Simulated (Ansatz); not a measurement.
Take KTaO3 in the cubic perovskite structure (space group Pm-3m, No. 221; a = 3.985 Å) as the base.

Modification: the cell is scaled by 0.9700 in all directions, atoms relaxed at fixed cell.

Computed with PBEsol/PAW in Ansatz (an electronic-structure program), spin-orbit coupling left out.

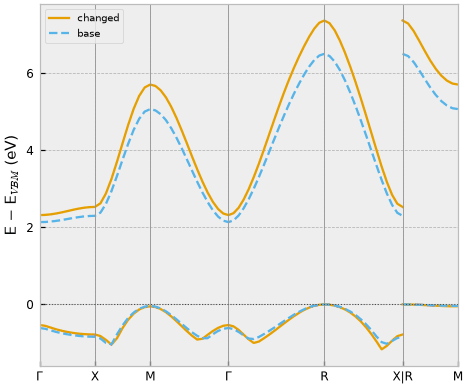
Figure. Highest valence and lowest conduction band along the path, each from its own valence-band maximum

### Question
From the figure, how large is the changed gap, and is it direct?

### Answer
About 2.3 eV, indirect, R → Γ.

With Ta present, leaving out spin-orbit coupling can change the band edges. The cells carry an imposed strain or load. No phonon test of stability was made.
